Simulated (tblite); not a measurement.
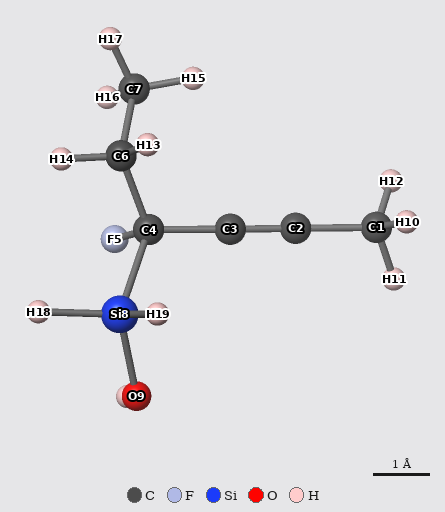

C$_{6}$H$_{11}$FOSi, before the relaxation. Style: ball-and-stick. Shown at a tilt.

Computed with GFN2-xTB geometry optimisation, gas phase (tblite 0.8.0).

```xyz
20

C     2.8893   -0.5714   -1.7401
C     1.5884   -0.3956   -1.0743
C     0.5428   -0.2654   -0.5106
C    -0.7734   -0.0727    0.1474
F    -1.6850    0.2391   -0.8093
C    -0.7422    1.0785    1.1675
C    -0.4382    2.4370    0.5307
Si   -1.3908   -1.7231    0.9230
O    -1.6762   -2.9306   -0.2035
H     3.6545   -0.8580   -1.0216
H     2.8158   -1.3474   -2.5087
H     3.1874    0.3596   -2.2208
H    -0.0010    0.8855    1.9661
H    -1.7091    1.1617    1.6630
H     0.5606    2.4712    0.0997
H    -1.1681    2.6710   -0.2372
H    -0.4921    3.2255    1.2954
H    -2.6760   -1.4962    1.6383
H    -0.4277   -2.2368    1.9270
H    -2.0641   -2.6211   -1.0351
```

Q: What does the optimiser find from here?

A: Over 70 geometry steps the energy falls by 5.38 kcal/mol. The atom that moves furthest after the best rigid fit is H20 (0.22 Å). By element the largest moves are H 0.22 Å, O 0.16 Å, C 0.10 Å, F 0.09 Å, Si 0.06 Å. Among the contacts that change: C4–F5 1.358 → 1.422 Å, Si8–O9 1.676 → 1.619 Å, C3–C4 1.484 → 1.446 Å, Si8–H19 1.483 → 1.454 Å. Bond angles that change, for instance: H18–Si8–H19 106.8° → 115.1°, Si8–O9–H20 114.5° → 120.9°, C4–Si8–O9 113.7° → 108.5°.

Final geometry:

```xyz
20

C     2.7944   -0.5717   -1.7074
C     1.5209   -0.3865   -1.0481
C     0.4833   -0.2222   -0.4680
C    -0.7945   -0.0656    0.1903
F    -1.7701    0.2161   -0.8047
C    -0.7823    1.1016    1.1742
C    -0.3844    2.4197    0.5184
Si   -1.3634   -1.7450    0.9687
O    -1.5526   -2.8255   -0.2214
H     3.5492   -0.8577   -0.9749
H     2.7149   -1.3585   -2.4575
H     3.1055    0.3527   -2.1947
H    -0.0848    0.8508    1.9757
H    -1.7803    1.1947    1.6074
H     0.6164    2.3465    0.0980
H    -1.0781    2.6615   -0.2837
H    -0.4017    3.2270    1.2469
H    -2.6284   -1.4812    1.6529
H    -0.3099   -2.2903    1.8098
H    -1.8591   -2.5555   -1.0850
```

After the run, drawn alike:

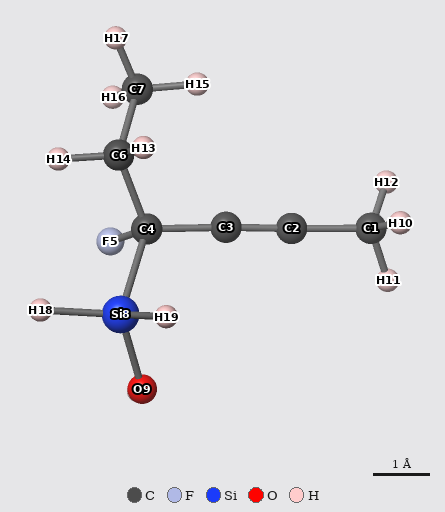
